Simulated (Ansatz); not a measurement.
Fields on a plane of W3N4 (space group Pm-3m)

```xyz
7
Lattice="4.2154 0.0000 0.0000 0.0000 4.2154 0.0000 0.0000 0.0000 4.2154" Properties=species:S:1:pos:R:3 pbc="T T T"
N      2.1077     2.1077     2.1077
N      2.1077     0.0000     0.0000
N      0.0000     2.1077     0.0000
N      0.0000     0.0000     2.1077
W      2.1077     2.1077     0.0000
W      0.0000     2.1077     2.1077
W      2.1077     0.0000     2.1077
```

The slice is a {210} plane (indices of the conventional cell) through the point (0.500, 0.500, 0.500) (fractional), spanned by u = [100] and v = [021] in vectors of this cell: u (4.22 Å) and v (9.43 Å, at 90° to u). It covers one period; positions are fractions (u, v).

Atoms on it: N at (0.00, 0.00); N at (0.50, 0.50); W at (0.00, 0.50); W at (0.50, 0.00). Other atoms lie within 1 Å of the plane.

Level of theory: PBE (plane waves to 420 eV, PAW, scalar-relativistic; Ansatz, a program for electronic structure). k mesh 11×11×11. These are valence fields of a PAW run, semicore shells included where kept as valence: close to a nucleus they are smooth pseudo fields. Spin-orbit coupling is left out, though W is heavy. W3N4 is run without spin polarisation. W3N4 was relaxed with its symmetry unable to fall.

```
|8877554488999988445577|
|5555333355777755333355|
|4433222233444433222233|
|5544332233333333223344|
|5544332222333322223344|
|5544331111222211113344|
|5544221100000000112244|
|4444220000000000002244|
|4433221111111111112233|
|7766443344555544334466|
|9999664466888866446699|
|9999775577999977557799|
|9999664466888866446699|
|7766443344555544334466|
|4433221111111111112233|
|4444220000000000002244|
|5544221100000000112244|
|5544331111222211113344|
|5544332222333322223344|
|5544332233333333223344|
|4433222233444433222233|
|5555333355777755333355|
|8877554488999988445577|
|9988665599999999556688|
```
Scale: ten equal steps from -1.15 (start of '0') to 0.73 (end of '9'), in the order '0123456789'. Values: log₁₀ of the valence density in e/Å³. The map has 11 points along u (two characters each, u = 0 at the left) and 24 along v (v = 0 in the bottom row). The scale is logarithmic, as a density can span decades between atoms and voids.

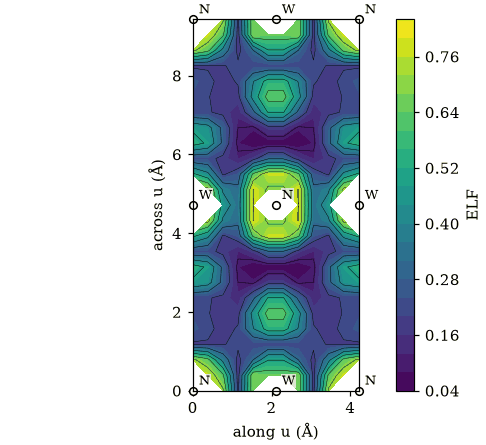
Fig. 1. Electron localisation function (ELF), one period of the plane, atoms marked. Points within 0.4 Å of a nucleus are left white, as the pseudised field means little there.
